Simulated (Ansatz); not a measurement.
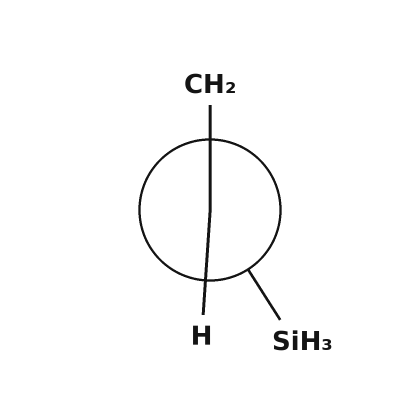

A Newman projection along the C–S bond, carbon in front; angles are drawn as computed, but eclipsed bonds slightly apart. Geometry: moved along internal coordinates away from the minimum.

Question: Which molecule is it?

Answer: C2H6SSi, C=CS[SiH3]

Question: What is the torsion angle from the front CH2 to the back SiH3? The sign is positive where the front bond must turn clockwise to cover the back bond.

Answer: 147°, anticlinal.
